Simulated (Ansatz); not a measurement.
## Electronic structure of Al7 (doublet) in real space

Input file:

```
crystal:
  periodic: [false, false, false]
  atoms:
    - {symbol: Al, position_ang: [0.459784, -1.983646, -0.577550]}
    - {symbol: Al, position_ang: [1.743739, 0.102168, 0.210770]}
    - {symbol: Al, position_ang: [-1.806303, -0.570220, -0.945374]}
    - {symbol: Al, position_ang: [-0.730351, -0.812127, 1.379719]}
    - {symbol: Al, position_ang: [-0.679466, 1.612415, -0.178100]}
    - {symbol: Al, position_ang: [0.508932, 1.368741, 2.147356]}
    - {symbol: Al, position_ang: [0.503676, 0.282660, -2.036831]}
basis:
  gaussian: {orbitals: def2-TZVP, initial_orbitals: start.molden}
magnetization: {spin_polarized: true, initial_magnetization: 1}
hamiltonian: {xc: pbe0, dispersion: d4}
scf: {omitted_lower_state_checks: [starts]}
output: {forces: true, orbitals: {seedname: orbitals}}
```

Launched as:

```sh
ansatz run in.yaml --threads 4 --pin off --events-out ev --progress --plain --max-ram 4787MiB
```

Geometry: r2SCAN-D4/def2-SVP.

These are results of Ansatz 0.2.0, UKS PBE0-D4/def2-TZVP, not measurements.

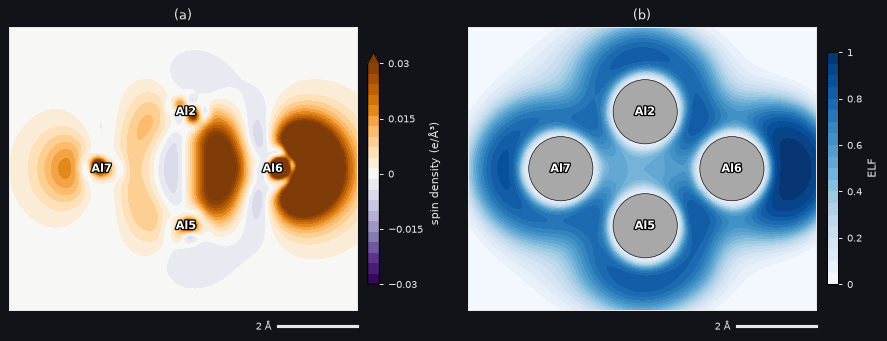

Figure 1. (a) spin density (α minus β); (b) electron localisation function on the plane of atoms Al6, Al5 and Al7. Grey discs cover the atomic cores in the ELF map.

Read the bonding off the picture.

Answer.
- Atoms in the plane: Al.
- Al–Al (2.57 Å): the ELF peaks at about 0.70 between the atoms.
- Al–Al (2.62 Å): the ELF peaks at about 0.80 between the atoms; a covalent bond.
- The ELF also peaks beside Al5, Al7 and Al2, away from the bonds: non-bonding electrons, paired or unpaired.
- The unpaired spin (1 electron) lies mostly on Al6 (about 0.6), Al1 (about 0.1), Al7 (about 0.1) and Al3 (about 0.1), in electrons by Hirshfeld's partition.

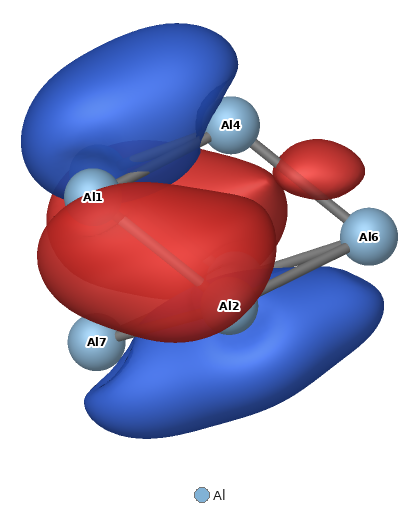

Figure 2. The HOMO (β) at ±0.08 Å⁻³ᐟ² (red and blue are the two phases), seen across its widest extent.

Describe this orbital and give its energy.

Answer. Its weight (Hirshfeld) is mainly on Al2 (about 15 %), Al4 (about 15 %), Al5 (about 15 %), Al1 (about 15 %), Al3 (about 15 %) and Al7 (about 15 %). It is one of a degenerate set, so its orientation is arbitrary. Its energy is −5.76 eV.

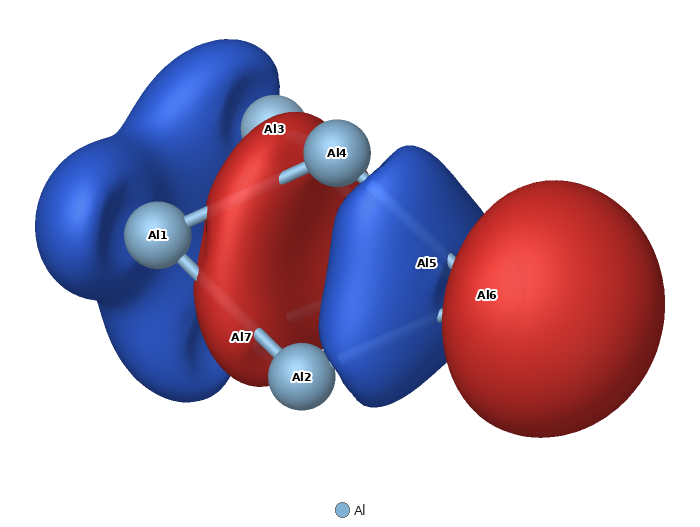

Figure 3. The HOMO (α) at ±0.08 Å⁻³ᐟ² (blue and red are the two phases), seen at a tilt.

Where does this orbital lie, and at what energy?

Answer. It lies mainly on Al6 (about 45 %), Al1 (about 10 %), Al7 (about 10 %), Al3 (about 10 %), Al4 (about 5 %), Al2 (about 5 %) and Al5 (about 5 %). Its energy is −5.07 eV.
